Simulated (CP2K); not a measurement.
Consider pyrimidine at its PBE geometry (Å).

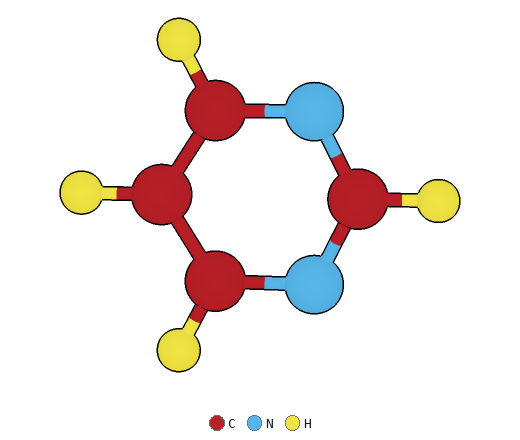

The molecule (carbon red, nitrogen blue, hydrogen yellow).

```xyz
10

C    -1.1395    0.0811    0.0008
C    -0.4947   -1.1553   -0.0398
N     0.8443   -1.2672   -0.0426
C     1.5235   -0.1083   -0.0016
N     1.0167    1.1352    0.0434
C    -0.3256    1.2135    0.0420
H    -2.2257    0.1590    0.0000
H    -1.0599   -2.0902   -0.0720
H     2.6137   -0.1866   -0.0053
H    -0.7528    2.2189    0.0751
```

Method: CP2K XAS_TDP, all-electron GAPW, PBEh(45%), aug-cc-pVDZ, TDA, GW2X-corrected core level, no relativity.

Where do the C K-edge lines lie, and how strong are they?

Leading lines: C1 287.28 eV, C2 287.40 eV and C4 287.72 eV. The leading line of an atom is its first one with 35 % of the strongest within 2.5 eV of its lowest line over the strength cut. Core ionisation energies at this level: C2 293.61, C4 293.80 and C1 292.53 eV.

The first six lines of each atom with a strength over 0.0015:

```
                              atom  energy (eV)  states  strength, one atom  above the computed threshold
          C1 (bonded to 2 C and H)       287.28       1              0.0488                              
                                         290.27       1              0.0122                              
                                         291.67       1              0.0039                              
                                         291.91       1              0.0056                              
                                         293.08       1              0.0065                           yes
                                         293.74       1              0.0084                           yes
C2 (bonded to C, N and H), 2 alike       287.40       1              0.0577                              
                                         291.51       1              0.0119                              
                                         292.61       1              0.0033                              
                                         293.17       1              0.0021                              
                                         293.35       1              0.0028                              
                                         294.07       1              0.0069                           yes
          C4 (bonded to 2 N and H)       287.72       1              0.0606                              
                                         292.01       1              0.0115                              
                                         292.72       1              0.0039                              
                                         293.41       1              0.0020                              
                                         293.91       1              0.0019                           yes
                                         294.57       1              0.0025                           yes
```

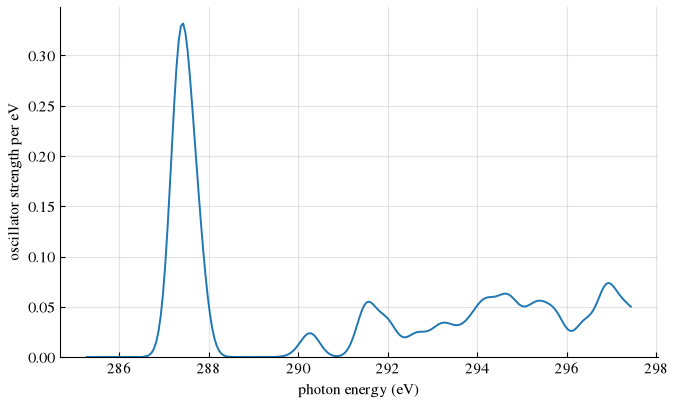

All atoms added, broadened by 0.5 eV.

Lines are vertical, at one geometry, with no vibrational structure. GW2X ionisation energies and lines can be off by 1 to 2 eV either way, and a good line position may hide errors that cancel. These values hold no scalar relativity, about 0.1 eV for C 1s. Rydberg lines, and the discretised continuum above threshold, depend on the basis and the box.

[Banner, clock and machine lines of the logs are left out without a mark of their own.]

[Logs are printed without paths, hosts, clocks, repeated set-up lines and the standing remarks that a program may print on its own settings, such as how far it seeks lower states.]

[Hosts, paths, dates, database ids (printed as entryN), source tags and the programs' standing remarks are cut or masked in the printed files.]
